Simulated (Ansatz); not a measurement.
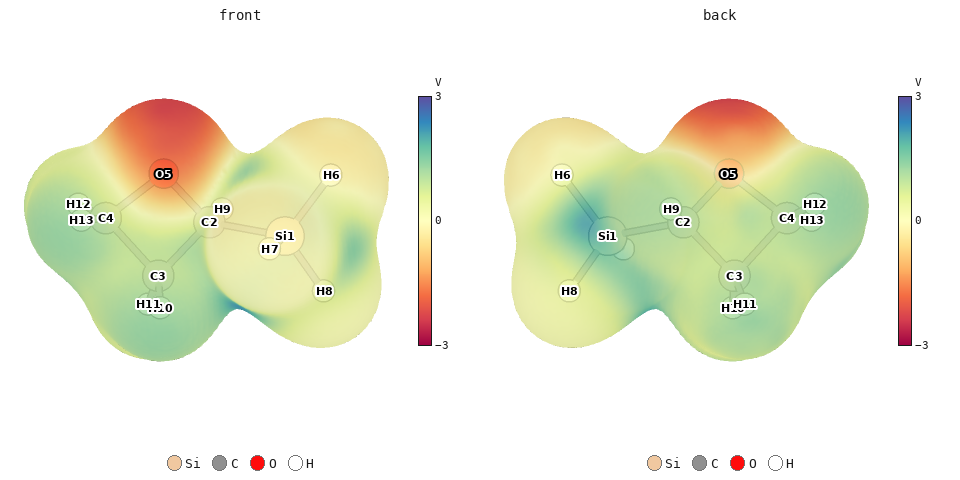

*C$_{3}$H$_{8}$OSi (SMILES [SiH3]C1CCO1). The molecular electrostatic potential painted on the density surface at 0.004 e/bohr³, seen from the front and from behind; the colour scale runs from red (negative) to blue (positive).*

All numbers below come from Ansatz 0.2.0, SCF hf, Gaussian basis.

```yaml
atoms:
  - { symbol: Si, position_ang: [-1.7932, 0.2405, -0.6281] }
  - { symbol: C, position_ang: [-0.3382, 0.0075, 0.5260] }
  - { symbol: C, position_ang: [0.7924, -0.8011, -0.0731] }
  - { symbol: C, position_ang: [1.7742, 0.3518, 0.4484] }
  - { symbol: O, position_ang: [0.5357, 1.1616, 0.6740] }
  - { symbol: H, position_ang: [-2.8195, 1.2564, -0.0560] }
  - { symbol: H, position_ang: [-1.3805, 0.7909, -1.9665] }
  - { symbol: H, position_ang: [-2.5083, -0.9880, -0.8684] }
  - { symbol: H, position_ang: [-0.6704, -0.3281, 1.5489] }
  - { symbol: H, position_ang: [0.8506, -0.9196, -1.1233] }
  - { symbol: H, position_ang: [0.9942, -1.7696, 0.4387] }
  - { symbol: H, position_ang: [2.2618, 0.1511, 1.3982] }
  - { symbol: H, position_ang: [2.3216, 0.8119, -0.3040] }
```

Question: Describe the electrostatic potential map.

Answer: The most negative region (about −2.3 V) lies over O5, the most positive (about +2.0 V) over Si1. O5 is the likeliest acceptor of a hydrogen bond.
